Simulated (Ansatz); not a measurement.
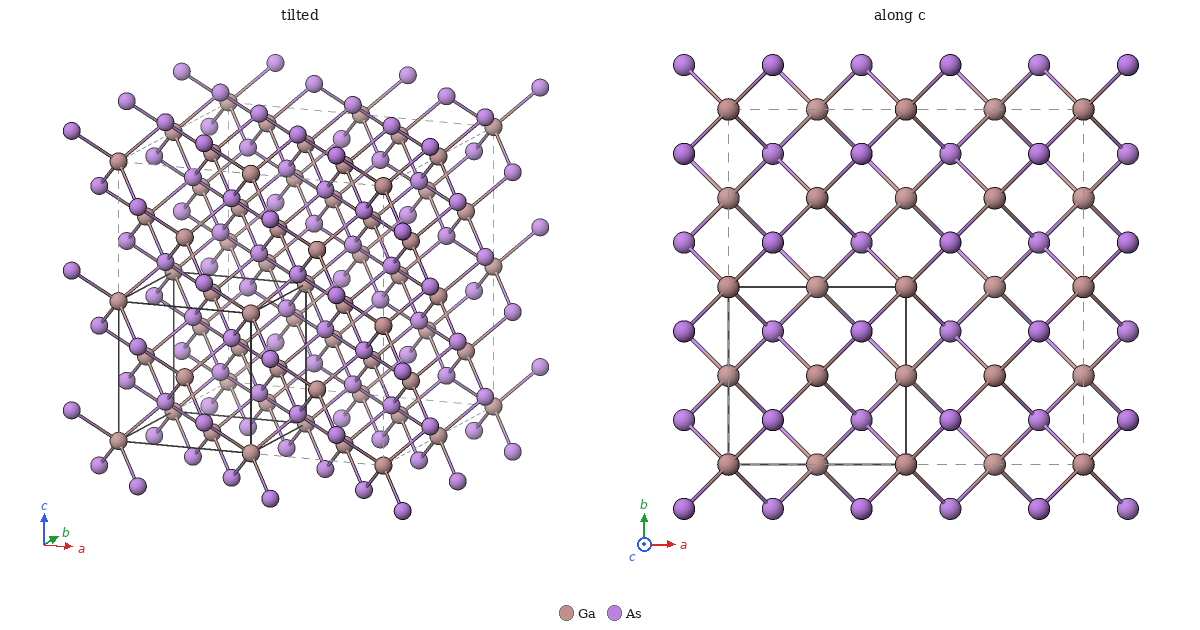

View slightly off an axis and along the c axis, drawn as a ball-and-stick model. Shown are 2×2×2 repeats of the conventional unit cell, one of them outlined in solid lines. Some neighbours outside the box are added. Cell: a = 5.603 Å, b = 5.603 Å, c = 5.603 Å, α = 90.00°, β = 90.00°, γ = 90.00°.

Give a description of the structure.

The formula is GaAs. The symmetry is that of F-43m (No. 216), on a face-centred cubic lattice. This arrangement goes by the name zinc blende (sphalerite type). The cell has 8 atoms, namely 4 Ga, 4 As. Each Ga atom is coordinated by four As in a tetrahedral arrangement at about 2.4 Å. Each As atom has four Ga in a tetrahedral arrangement at about 2.4 Å around it. The bonds build a three-dimensional framework.

Its origin is a structure listed in the Materials Project. The final geometry of a relaxation with Ansatz 0.2.0, DFT LDA, scalar-relativistic, plane waves, PAW is shown.
